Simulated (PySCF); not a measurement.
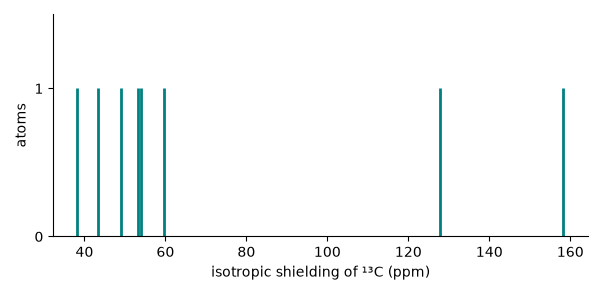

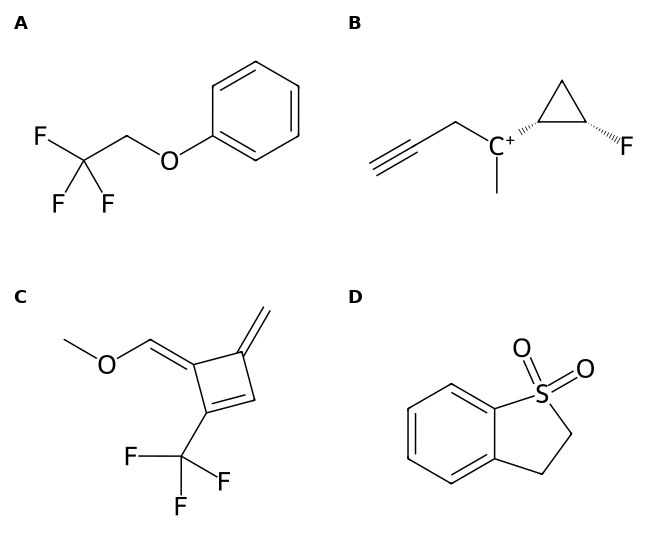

The sticks are computed shieldings of one of the molecules, for one fixed geometry (GFN2-xTB) without averaging over rotations. Low shielding means a high chemical shift. Method: GIAO PBE0/pcSseg-1 NMR shielding, non-relativistic, gas phase (PySCF 2.14.0).

> Which molecule gives this pattern?

D, `O=S1(=O)CCc2ccccc21`. Its 8 C atoms give lines at 38.3, 43.4, 49.0, 53.3, 54.0, 59.7, 127.8, 158.3 ppm.
